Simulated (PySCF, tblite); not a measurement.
**C₆H₉NOSi: geometry, infrared bands and NMR shifts**

What infrared bands and NMR shifts should C₆H₉NOSi (`N#C/C=C/[SiH2]OC1CC1`) show?

Computed with tblite 0.8.0 and PySCF 2.14.0, with density-fitted response routines of our own, on a single molecule in the gas phase. Atoms count from 0, in the outputs and in this text.

## 1. The molecule as given

18 atoms, charge 0, multiplicity 1; geometry from: force field or distance geometry start.

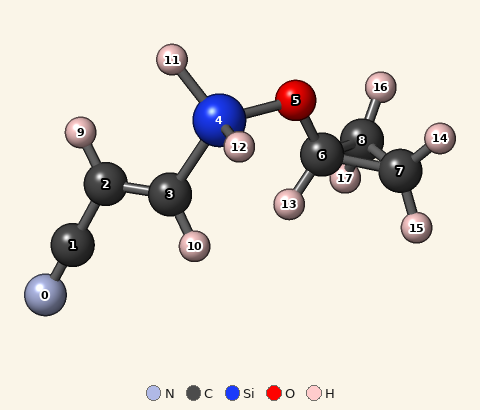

As it starts; nitrogen light blue, carbon dark grey, silicon blue, oxygen red, hydrogen pink, atoms numbered; sticks join atoms by distance.

## 2. Relaxing the molecule with GFN2-xTB

The job: settings as JSON, then the geometry in Å.

```
{"job": {"kind": "relax", "xc": "GFN2-xTB", "basis": "xTB"}, "charge": 0, "multiplicity": 1}
N      4.132600     2.072300    -0.695600
C      3.501800     1.094200    -0.579600
C      2.742100    -0.125200    -0.397400
C      1.711900    -0.052000     0.441700
Si     0.636500    -1.546400     0.767500
O     -0.972000    -1.285600     0.256200
C     -1.343500     0.032700     0.184000
C     -2.695100     0.509100     0.653300
C     -2.342500     0.513700    -0.828500
H      2.972600    -1.033600    -0.938900
H      1.492400     0.864000     0.974900
H      1.257700    -2.738900     0.184800
H      0.621100    -1.720200     2.232900
H     -0.522400     0.748800     0.472300
H     -3.466300    -0.176100     1.016700
H     -2.765500     1.554800     1.068700
H     -2.959100    -0.181600    -1.408500
H     -2.011300     1.476300    -1.290100
```

The run is started by

```console
$ OMP_NUM_THREADS=1 python probes_run.py task.json out
```

The driver reads the jobs from task.json and runs them one after another.

The log of the run:

```text
step      E/eV     max force
  0    -709.45964    2.816
  1    -709.60450    6.505
  2    -709.71700    2.950
  3    -709.83854    0.802
  4    -709.87359    0.424
  5    -709.91570    0.843
  6    -709.94448    0.576
  7    -709.97723    0.377
  8    -710.00144    0.456
  9    -710.01984    0.426
 10    -710.03360    0.332
 11    -710.04686    0.235
 12    -710.05961    0.347
 13    -710.07254    0.386
 14    -710.08635    0.415
 15    -710.10014    0.384
 16    -710.11265    0.316
 17    -710.12383    0.258
 18    -710.13339    0.217
 19    -710.14025    0.199
 20    -710.14439    0.140
 21    -710.14754    0.137
 22    -710.15082    0.143
 23    -710.15427    0.140
 24    -710.15706    0.116
 25    -710.15892    0.091
 26    -710.16043    0.076
 27    -710.16188    0.084
 28    -710.16358    0.089
 29    -710.16557    0.085
 30    -710.16728    0.078
 31    -710.16849    0.076
 32    -710.16950    0.083
 33    -710.17066    0.085
 34    -710.17203    0.073
 35    -710.17336    0.091
 36    -710.17446    0.090
 37    -710.17540    0.066
 38    -710.17638    0.059
 39    -710.17731    0.055
 40    -710.17808    0.060
 41    -710.17884    0.075
 42    -710.17979    0.077
 43    -710.18093    0.068
 44    -710.18202    0.084
 45    -710.18290    0.079
 46    -710.18370    0.072
 47    -710.18467    0.071
 48    -710.18589    0.081
 49    -710.18717    0.081
 50    -710.18847    0.085
 51    -710.19008    0.096
 52    -710.19230    0.129
 53    -710.19512    0.195
 54    -710.19769    0.226
 55    -710.19933    0.120
 56    -710.20013    0.332
 57    -710.20119    0.094
 58    -710.20184    0.066
 59    -710.20244    0.046
 60    -710.20297    0.065
 61    -710.20327    0.051
 62    -710.20410    0.062
 63    -710.20488    0.090
 64    -710.20562    0.066
 65    -710.20616    0.089
 66    -710.20659    0.117
 67    -710.20708    0.068
 68    -710.20773    0.069
 69    -710.20846    0.080
 70    -710.20910    0.066
 71    -710.20973    0.082
 72    -710.21035    0.101
 73    -710.21095    0.081
 74    -710.21159    0.132
 75    -710.21234    0.081
 76    -710.21354    0.063
 77    -710.21417    0.145
 78    -710.21484    0.100
 79    -710.21526    0.074
 80    -710.21553    0.036
 81    -710.21575    0.048
 82    -710.21592    0.058
 83    -710.21606    0.048
 84    -710.21619    0.033
 85    -710.21636    0.030
 86    -710.21657    0.027
 87    -710.21675    0.037
 88    -710.21687    0.030
 89    -710.21696    0.024
 90    -710.21707    0.027
 91    -710.21722    0.028
 92    -710.21738    0.032
 93    -710.21752    0.032
 94    -710.21765    0.024
 95    -710.21778    0.021
 96    -710.21792    0.027
 97    -710.21805    0.030
 98    -710.21816    0.022
 99    -710.21825    0.024
100    -710.21834    0.022
101    -710.21842    0.020
102    -710.21848    0.016
103    -710.21853    0.019
104    -710.21858    0.024
105    -710.21866    0.030
106    -710.21879    0.036
107    -710.21897    0.040
108    -710.21912    0.028
109    -710.21921    0.019
110    -710.21925    0.016
111    -710.21928    0.017
112    -710.21931    0.013
113    -710.21935    0.013
114    -710.21937    0.015
115    -710.21939    0.014
116    -710.21942    0.010
117    -710.21945    0.014
118    -710.21948    0.015
119    -710.21951    0.015
120    -710.21956    0.019
121    -710.21966    0.025
122    -710.21984    0.037
123    -710.22015    0.056
124    -710.22061    0.060
125    -710.22104    0.052
126    -710.22133    0.089
127    -710.22159    0.055
128    -710.22190    0.044
129    -710.22250    0.035
130    -710.22311    0.054
131    -710.22386    0.095
132    -710.22467    0.074
133    -710.22622    0.081
134    -710.22698    0.073
135    -710.22308    0.245
136    -710.22791    0.058
137    -710.22839    0.047
138    -710.22805    0.196
139    -710.22981    0.054
140    -710.23022    0.055
141    -710.23092    0.096
142    -710.23132    0.055
143    -710.23180    0.040
144    -710.23232    0.058
145    -710.23286    0.058
146    -710.23320    0.067
147    -710.23356    0.040
148    -710.23392    0.046
149    -710.23432    0.053
150    -710.23463    0.067
151    -710.23508    0.041
152    -710.23543    0.036
153    -710.23585    0.055
154    -710.23610    0.038
155    -710.23640    0.036
156    -710.23668    0.045
157    -710.23686    0.045
158    -710.23717    0.042
159    -710.23778    0.073
160    -710.23794    0.045
161    -710.23824    0.034
162    -710.23855    0.088
163    -710.23869    0.035
164    -710.23884    0.022
165    -710.23900    0.051
166    -710.23910    0.035
167    -710.23926    0.031
168    -710.23948    0.051
169    -710.23963    0.033
170    -710.23982    0.029
171    -710.24015    0.036
172    -710.24044    0.041
173    -710.24065    0.077
174    -710.24058    0.099
175    -710.24126    0.065
176    -710.24159    0.049
177    -710.24219    0.066
178    -710.24312    0.072
179    -710.24028    0.249
180    -710.24423    0.164
181    -710.24495    0.095
182    -710.24616    0.071
183    -710.24297    0.258
184    -710.24768    0.070
185    -710.24860    0.055
186    -710.24450    0.387
187    -710.25113    0.040
188    -710.25262    0.039
189    -710.24685    0.360
190    -710.25466    0.040
191    -710.25602    0.047
192    -710.24825    0.373
193    -710.25792    0.049
194    -710.25919    0.062
195    -710.25036    0.443
196    -710.26120    0.074
197    -710.26250    0.070
198    -710.25508    0.430
199    -710.26469    0.064
200    -710.26603    0.086
201    -710.25910    0.399
202    -710.26847    0.095
203    -710.26990    0.092
204    -710.26446    0.437
205    -710.27269    0.078
206    -710.27423    0.081
207    -710.26856    0.462
208    -710.27719    0.085
209    -710.27876    0.073
210    -710.27330    0.432
211    -710.28164    0.076
212    -710.28305    0.085
213    -710.27574    0.467
214    -710.28527    0.077
215    -710.28639    0.079
216    -710.28033    0.345
217    -710.28834    0.073
218    -710.28934    0.078
219    -710.28740    0.333
220    -710.29152    0.088
221    -710.29244    0.103
222    -710.29387    0.240
223    -710.29523    0.091
224    -710.29663    0.063
225    -710.29761    0.128
226    -710.29828    0.121
227    -710.29860    0.062
228    -710.29913    0.048
229    -710.30000    0.063
230    -710.30019    0.089
231    -710.30039    0.046
232    -710.30068    0.034
233    -710.30084    0.046
234    -710.30095    0.032
235    -710.30108    0.056
236    -710.30128    0.098
237    -710.30154    0.091
238    -710.30179    0.073
239    -710.30201    0.046
240    -710.30220    0.042
241    -710.30235    0.045
242    -710.30244    0.034
243    -710.30259    0.021
244    -710.30270    0.019
245    -710.30283    0.027
246    -710.30300    0.034
247    -710.30325    0.039
248    -710.30360    0.070
249    -710.30406    0.090
250    -710.30469    0.102
251    -710.30572    0.096
252    -710.30691    0.092
253    -710.30811    0.076
254    -710.30850    0.116
255    -710.30943    0.049
256    -710.30989    0.039
257    -710.31050    0.079
258    -710.31080    0.059
259    -710.31132    0.049
260    -710.31169    0.052
261    -710.31187    0.058
262    -710.31200    0.034
263    -710.31213    0.018
264    -710.31224    0.024
265    -710.31232    0.037
266    -710.31240    0.038
267    -710.31246    0.028
268    -710.31251    0.020
269    -710.31256    0.021
270    -710.31260    0.020
271    -710.31265    0.017
272    -710.31270    0.023
273    -710.31274    0.021
274    -710.31278    0.022
275    -710.31282    0.020
276    -710.31285    0.014
277    -710.31287    0.009
```

Wall time 1.8 s (1 thread of Intel Xeon 6975P-C, shared host); peak memory 0.18 GiB.

Step by step: (not every step is listed)

| step | energy from step 0 (eV) | largest force (eV/Å) |
| --- | --- | --- |
| 0 | 0.0000 | 2.8165 |
| 1 | -0.1449 | 6.5047 |
| 2 | -0.2574 | 2.9503 |
| 3 | -0.3789 | 0.8022 |
| 4 | -0.4139 | 0.4239 |
| 5 | -0.4561 | 0.8425 |
| 6 | -0.4848 | 0.5757 |
| 7 | -0.5176 | 0.3774 |
| 8 | -0.5418 | 0.4565 |
| 34 | -0.7124 | 0.0727 |
| 60 | -0.7433 | 0.0650 |
| 86 | -0.7569 | 0.0275 |
| 112 | -0.7597 | 0.0130 |
| 138 | -0.7684 | 0.1957 |
| 164 | -0.7792 | 0.0223 |
| 190 | -0.7950 | 0.0404 |
| 216 | -0.8207 | 0.3451 |
| 242 | -0.8428 | 0.0336 |
| 268 | -0.8529 | 0.0198 |
| 272 | -0.8531 | 0.0228 |
| 273 | -0.8531 | 0.0215 |
| 274 | -0.8531 | 0.0220 |
| 275 | -0.8532 | 0.0198 |
| 276 | -0.8532 | 0.0141 |
| 277 | -0.8532 | 0.0090 |

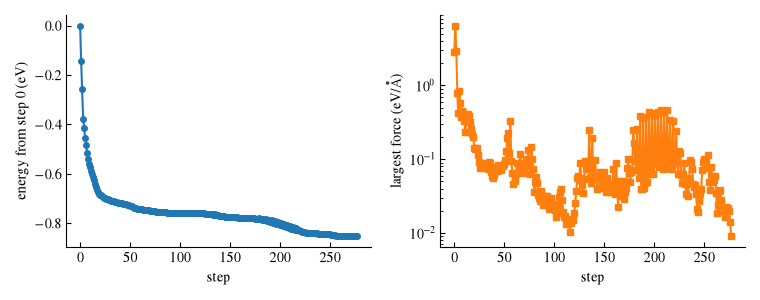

Energy and force, step by step.

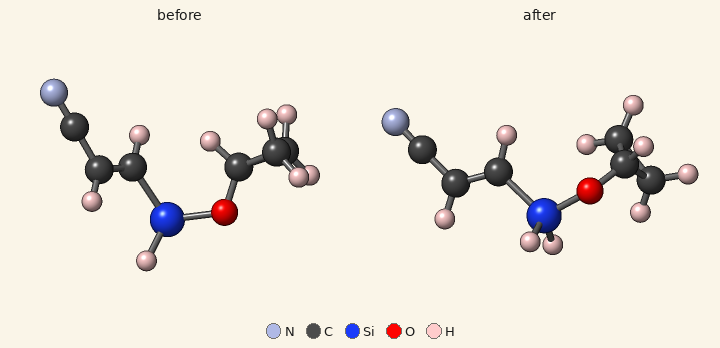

Before and after, at one scale.

Distances of close pairs at the start and the end, largest changes first:

| bond | before (Å) | after (Å) | change (Å) |
| --- | --- | --- | --- |
| Si4–O5 | 1.708 | 1.615 | -0.093 |
| C7–H15 | 1.127 | 1.079 | -0.049 |
| C6–H13 | 1.127 | 1.085 | -0.042 |
| C1–C2 | 1.448 | 1.408 | -0.040 |
| C8–H17 | 1.118 | 1.079 | -0.039 |
| C3–Si4 | 1.870 | 1.893 | +0.023 |
| N0–C1 | 1.170 | 1.148 | -0.022 |
| C7–C8 | 1.523 | 1.503 | -0.021 |

The end geometry stands in the next job.

(Part 1 of 2 ends here.)
